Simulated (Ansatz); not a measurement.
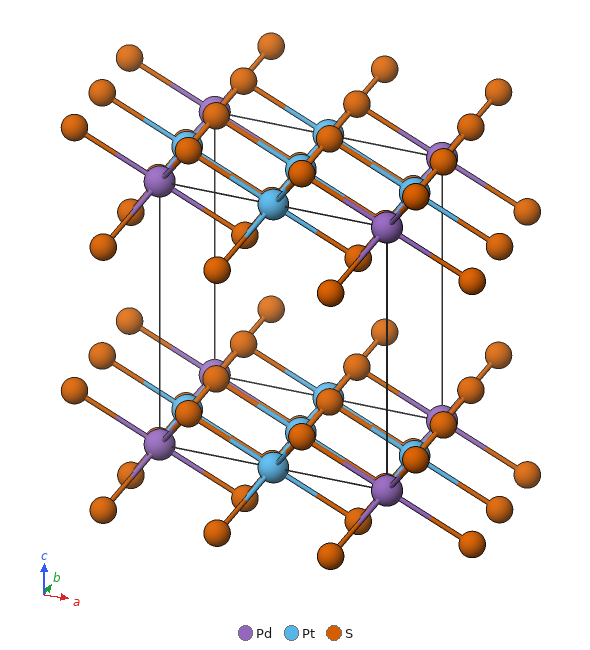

Drawn in the ball-and-stick manner and seen slightly off an axis. Thin lines show the conventional unit cell, with boundary atoms drawn in all their periodic places. The bonded neighbours beyond the faces are included.

PdPt3S8, space group P-3m1 (No. 164), a = 7.144 Å, b = 7.144 Å, c = 6.460 Å, α = 90.00°, β = 90.00°, γ = 120.00°. Provenance: a structure type filled with these elements by a generator (whether the compound takes this form wasn't checked). Earlier steps of the study, as a rule a relaxation of our own, may have changed the cell and positions, so they can lie some per cent off the listed ones. A calculation with Ansatz used it as input.

This one geometry was computed with Ansatz (DFT, plane waves, PAW) at three levels of theory: r2SCAN, PBE and PBEsol.

### Which level gives the highest pressure at this volume, and what does that say about its equilibrium volume?

Highest: PBE (0.0 GPa), which points to the largest equilibrium volume. Lowest, with the smallest volume: PBEsol (-3.5 GPa). Levels within 0.5 GPa of each other can't be told apart.

### How does the band gap change with the level of theory?

PBEsol: a gap of 1.05 eV, indirect; PBE: a gap of 1.08 eV, indirect; r2SCAN: a gap of 1.23 eV, indirect.

### Collect the results in a table.

| level | cutoff (eV) | k-mesh of the run's cell | gap (eV) | pressure (GPa) |
| --- | --- | --- | --- | --- |
| r2SCAN | 500 | 6×6×4 | 1.23 | -1.9 |
| PBE | 420 | 6×6×4 | 1.08 | 0.0 |
| PBEsol | 420 | 6×6×4 | 1.05 | -3.5 |

Gaps are taken on the k-mesh or band path of each run.
